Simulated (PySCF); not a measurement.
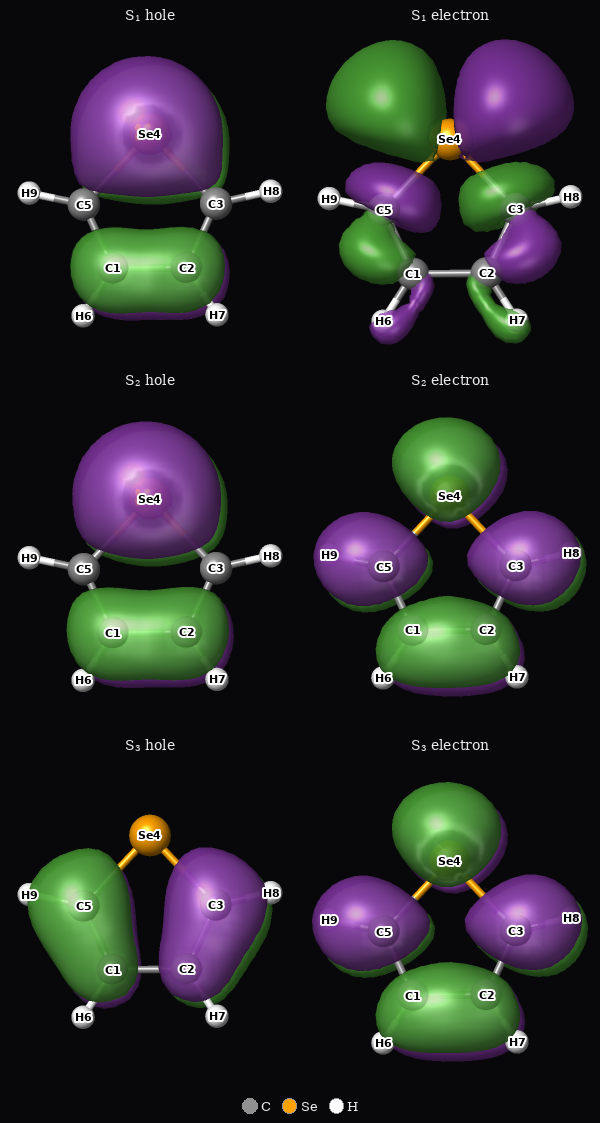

*C4H4Se, SMILES `c1cc[se]c1`. Leading natural transition orbitals (TDA singlet states).*

Level of theory: ωB97X/6-311G** (PySCF), at a geometry from GFN2-xTB. No frequency check shows the geometry to be a minimum. GFN2-xTB bond lengths at metals and heavier atoms can be off by up to 0.1 Å and shapes distorted, which carries into these values. Without diffuse functions Rydberg states are missing, so the states' numbers hold for this basis only.

Input

```python
import numpy as np
from pyscf import gto, scf, dft, tdscf
from pyscf.scf import atom_ks, atom_hf
from scipy.linalg import block_diag

def solve(mol, dm0=None, hcore=None):
    mf = (dft.UKS if mol.spin else dft.RKS)(mol, xc='wb97x')
    mf.grids.level = 3
    mf = mf.density_fit(auxbasis='def2-universal-jkfit')
    mf.conv_tol, mf.max_cycle = 1e-8, 80
    if hcore is not None:
        mf.get_hcore = lambda *args: hcore
    mf.kernel(dm0)
    if not mf.converged:
        mf = mf.newton().run(mf.mo_coeff, mf.mo_occ, max_cycle=30)
    assert mf.converged, 'SCF not converged'
    return mf

mol = gto.M(atom='''
C      1.67390    -0.70814     0.00000
C      1.67389     0.70816     0.00000
C      0.43945     1.27082     0.00000
Se    -0.91010     0.00000     0.00000
C      0.43948    -1.27082     0.00000
H      2.58162    -1.28775     0.00000
H      2.58159     1.28779     0.00000
H      0.20995     2.32119     0.00000
H      0.21000    -2.32120     0.00000
''', basis='6-311g**', charge=0, spin=0, verbose=4)
mf = solve(mol)
td = mf.TDA()
td.nstates, td.singlet, td.conv_tol = 5, True, 1e-5
td.kernel()
td.analyze()
x, y = np.array([p[0] for p in td.xy]), np.array([p[1] + 0 * p[0] for p in td.xy])
f, mu = td.oscillator_strength(), td.transition_dipole()
nto = [td.get_nto(state=i + 1, verbose=4) for i in range(len(td.e))]
# spherically averaged free atoms, for the promolecule
atm = atom_ks.get_atm_nrks(mol, xc='wb97x')
pro = block_diag(*[(atm[a[0]][2] * atm[a[0]][3]) @ atm[a[0]][2].T for a in mol._atom])
np.savez('result.npz', e=td.e, f=f, ok=td.converged, w=[n[0] for n in nto], nto=[n[1] for n in nto], x=x, y=y, c=mf.mo_coeff, occ=mf.mo_occ, eps=mf.mo_energy, pro=pro, mu=mu)
```

Run with:

```sh
OMP_NUM_THREADS=1 python input.py
```

The run took 2.9 min on 1 thread of Intel(R) Xeon(R) 6975P-C (Granite Rapids), with other jobs on the host, peak memory 0.75 GiB.

### Describe these excited states.

By state:
- S₁: 5.67 eV (219 nm), f = 0.000 (dark), n → σ*; the leading pair carries 100 %; hole on Se4 (67 %) and C1 and C2 (11 % each), electron on Se4 (63 %) and C3 and C5 (13 % each); their centroids lie 0.6 Å apart.
- S₂: 5.85 eV (212 nm), f = 0.152 (bright); the leading pair carries 87 %; hole on Se4 (55 %), C1 and C2 (14 % each) and C3 and C5 (7 % each), electron on Se4 (22 %), C3 and C5 (21 % each) and C1 and C2 (13 % each); their centroids lie 0.5 Å apart.
- S₃: 6.10 eV (203 nm), f = 0.092; the leading pair carries 89 %; hole on C3 and C5 (27 % each), C1 and C2 (14 % each) and Se4 (12 %), electron on Se4 (25 %), C3 and C5 (20 % each) and C1 and C2 (12 % each); their centroids lie 0.3 Å apart; S₄ lies within 0.1 eV of it.
